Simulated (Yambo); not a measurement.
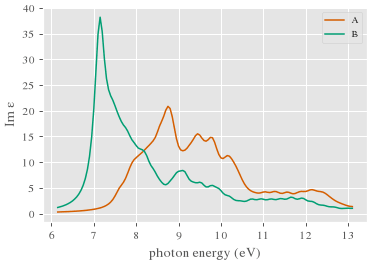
Figure. Two computed absorption spectra of BeS (zinc blende, space group F-43m, No. 216) (Yambo, PBE bands with the same scissor, field along x)

Which curve includes the electron-hole attraction (BSE)?

Curve B: the attraction moves weight to lower energy (centre of the plotted range 8.4 eV against 9.5 eV). Settings: 10×10×10 mesh, 3 valence and 4 conduction bands, static screening with 15 bands and a 4 Ry block, scissor 1.89 eV, Tamm-Dancoff. The scissor comes from a G0W0 run whose convergence isn't established. Broadening 0.15 eV. The band window holds all transitions up to 13.1 eV. On this mesh the peak heights and the fine structure are mesh artefacts; only the shift of weight is robust.

Geometry of the Materials Project entry, not relaxed at this level; primitive cell a = 3.444 Å, b = 3.444 Å, c = 3.444 Å, α = 60.00°, β = 60.00°, γ = 60.00°.
